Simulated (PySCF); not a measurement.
**What a change does: NMR shielding calculation on C2H6Cu**

System: C2H6Cu, charge −1, SMILES [CH3][Cu-][CH3].
Method of run 1: GIAO B3LYP/pcSseg-1 Cu:pcSseg-2 NMR shielding, non-relativistic, gas phase (PySCF 2.14.0).

The geometry comes from this level: PBE0-D3(BJ)/def2-SVP. Text and figures count atoms from 1; the logs count them from 0 in places.

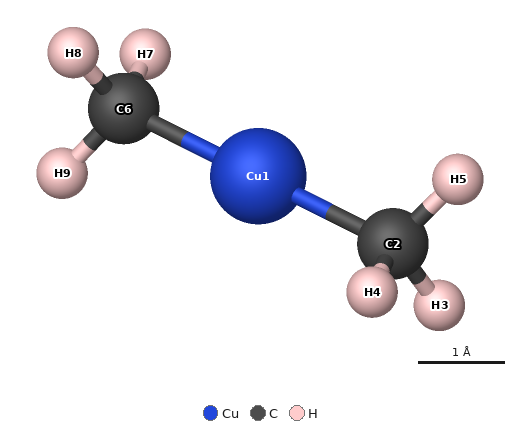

The structure as given in the input (ball-and-stick view, seen at a tilt; atoms are numbered from 1 in the order of the input). Sticks mark near contacts. Bond lengths as drawn: C–Cu 1.96 Å and C–H 1.11 Å.

## The input, run 1
```
{"job": {"kind": "nmr", "xc": "B3LYP", "basis": {"default": "pcSseg-1", "Cu": "pcSseg-2"}, "pop": false}, "charge": -1, "multiplicity": 1}
Cu     0.000046     0.000112    -0.000014
C     -0.004153    -0.013981     1.960244
H     -0.438300     0.907165     2.405863
H      1.011935    -0.104203     2.401872
H     -0.588979    -0.854455     2.392892
C      0.004209     0.014046    -1.960290
H     -1.015691     0.017722    -2.402325
H      0.514934    -0.867265    -2.405280
H      0.515989     0.900859    -2.392952
```

The first line tells a small driver script what to run in PySCF; the rest is the geometry in Å.

Hardware: 1 CPU thread, shared host.

## Output (run 1)
```
coarse grid: 32632 points
cycle   1  E = -1719.1959385410  dE =  5.421e-01  |g| = 4.001e+00  |ddm| = 2.718e+00
cycle   2  E = -1715.7828182946  dE =  3.413e+00  |g| = 8.260e+00  |ddm| = 3.384e+00
cycle   3  E = -1720.2877892314  dE = -4.505e+00  |g| = 1.324e+00  |ddm| = 2.037e+00
cycle   4  E = -1720.4457753702  dE = -1.580e-01  |g| = 3.809e-01  |ddm| = 8.443e-01
cycle   5  E = -1720.4578138084  dE = -1.204e-02  |g| = 7.682e-02  |ddm| = 3.035e-01
cycle   6  E = -1720.4591710468  dE = -1.357e-03  |g| = 7.201e-03  |ddm| = 7.883e-02
cycle   7  E = -1720.4591803888  dE = -9.342e-06  |g| = 1.145e-03  |ddm| = 7.769e-03
final grid: 67688 points
cycle   8  E = -1720.4591701848  dE =  1.901e-09  |g| = 1.617e-03  |ddm| = 4.296e-03
cycle   9  E = -1720.4591672088  dE =  2.976e-06  |g| = 6.355e-03  |ddm| = 4.772e-03
cycle  10  E = -1720.4591705218  dE = -3.313e-06  |g| = 6.634e-04  |ddm| = 2.693e-03
cycle  11  E = -1720.4591706009  dE = -7.917e-08  |g| = 8.584e-05  |ddm| = 6.556e-04
cycle  12  E = -1720.4591706028  dE = -1.899e-09  |g| = 2.709e-05  |ddm| = 1.180e-04
cycle  13  E = -1720.4591706029  dE = -7.162e-11  |g| = 2.109e-06  |ddm| = 1.192e-05
converged SCF energy = -1720.4591706029

GIAO shielding tensors (ppm)
atom      isotropic    diamagn.    paramagn.     s11        s22        s33       span
  0 Cu     677.373    2401.051   -1723.678   -157.076   -157.033   2346.228   2503.304
  1 C      200.777     244.016     -43.239    195.017    203.653    203.662      8.644
  2 H       33.299      30.368       2.932     28.352     30.379     41.168     12.816
  3 H       33.299      30.368       2.932     28.353     30.378     41.168     12.815
  4 H       33.299      30.368       2.932     28.352     30.378     41.167     12.815
  5 C      200.779     244.018     -43.240    195.015    203.656    203.665      8.650
  6 H       33.299      30.368       2.931     28.352     30.379     41.167     12.815
  7 H       33.299      30.368       2.931     28.352     30.379     41.167     12.815
  8 H       33.300      30.368       2.932     28.353     30.378     41.168     12.815
```

The input of run 2 differs as follows (lines with − go, lines with + come):
```diff
-"xc": "B3LYP"
+"xc": "PBE"
```

Predict how the results change.

The total energies belong to different methods, so their difference says nothing on which is more stable or more accurate. The HOMO goes from −0.13 to 0.93 eV. The LUMO goes from 5.65 to 5.18 eV. Of all shieldings, the largest change is that of Cu1, by −165.4 ppm. The functional changes from B3LYP to PBE. Exact exchange removes part of the self-interaction error of semilocal functionals, which pushes filled and empty levels apart. The SCF takes 15 iterations against 13.

## Output (run 2)
```
coarse grid: 32632 points
cycle   1  E = -1716.6243948948  dE =  2.673e+00  |g| = 6.273e+00  |ddm| = 4.172e+00
cycle   2  E = -1703.7417130877  dE =  1.288e+01  |g| = 1.340e+01  |ddm| = 7.282e+00
cycle   3  E = -1719.0138901681  dE = -1.527e+01  |g| = 3.579e+00  |ddm| = 5.572e+00
cycle   4  E = -1719.7784256961  dE = -7.645e-01  |g| = 1.011e+00  |ddm| = 1.382e+00
cycle   5  E = -1719.9881033502  dE = -2.097e-01  |g| = 5.000e-01  |ddm| = 1.399e+00
cycle   6  E = -1720.0303099545  dE = -4.221e-02  |g| = 3.080e-01  |ddm| = 5.504e-01
cycle   7  E = -1720.0440044209  dE = -1.369e-02  |g| = 2.036e-02  |ddm| = 4.091e-01
cycle   8  E = -1720.0440858656  dE = -8.144e-05  |g| = 3.233e-03  |ddm| = 3.329e-02
cycle   9  E = -1720.0440866339  dE = -7.683e-07  |g| = 1.580e-03  |ddm| = 1.897e-03
final grid: 67688 points
cycle  10  E = -1720.0440786379  dE =  5.205e-06  |g| = 8.114e-03  |ddm| = 6.343e-03
cycle  11  E = -1720.0439571575  dE =  1.215e-04  |g| = 3.963e-02  |ddm| = 2.772e-02
cycle  12  E = -1720.0440840776  dE = -1.269e-04  |g| = 4.074e-04  |ddm| = 2.247e-02
cycle  13  E = -1720.0440841038  dE = -2.621e-08  |g| = 1.282e-04  |ddm| = 3.784e-04
cycle  14  E = -1720.0440841057  dE = -1.887e-09  |g| = 1.385e-05  |ddm| = 1.109e-04
cycle  15  E = -1720.0440841057  dE = -3.320e-11  |g| = 3.279e-06  |ddm| = 1.171e-05
converged SCF energy = -1720.0440841057

GIAO shielding tensors (ppm)
atom      isotropic    diamagn.    paramagn.     s11        s22        s33       span
  0 Cu     511.934    2400.240   -1888.306   -394.429   -394.373   2324.605   2719.035
  1 C      199.532     244.670     -45.138    196.987    200.801    200.809      3.822
  2 H       32.976      30.161       2.815     27.950     30.115     40.863     12.913
  3 H       32.976      30.161       2.815     27.951     30.114     40.863     12.912
  4 H       32.976      30.161       2.815     27.951     30.114     40.862     12.912
  5 C      199.533     244.673     -45.140    196.984    200.803    200.811      3.827
  6 H       32.976      30.161       2.815     27.951     30.115     40.862     12.911
  7 H       32.976      30.161       2.815     27.950     30.115     40.862     12.912
  8 H       32.976      30.161       2.815     27.951     30.114     40.863     12.912
```

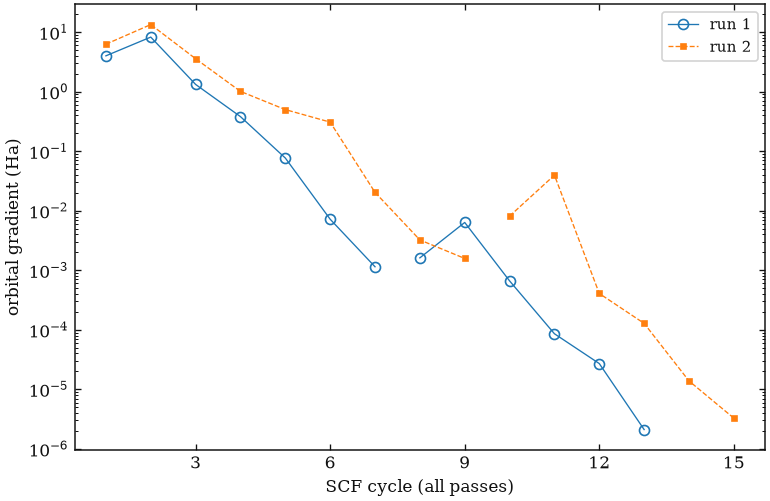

Convergence of the two runs: orbital gradient against the SCF cycle. A break in a curve parts two SCF passes (coarse and final grid). Run 1 takes 13 cycles in all, and run 2 takes 15.

## The two runs side by side

```tsv
quantity	run 1	run 2
outcome	converged	converged
total energy (hartree)	−1720.459171	−1720.044084
HOMO (eV)	−0.13	0.93
LUMO (eV)	5.65	5.18
shielding of Cu1 (ppm)	677.4	511.9
shielding of C2 (ppm)	200.8	199.5
shielding of H3 (ppm)	33.3	33.0
shielding of H4 (ppm)	33.3	33.0
shielding of C6 (ppm)	200.8	199.5
shielding of H7 (ppm)	33.3	33.0
shielding of H8 (ppm)	33.3	33.0
SCF iterations	13	15
basis functions	137	137
wall time (shared host)	6.4 s	9.6 s
```

For run 2: The highest filled orbital lies above zero: either the extra electron isn't bound at this level, or the self-interaction error of the functional lifts the level.
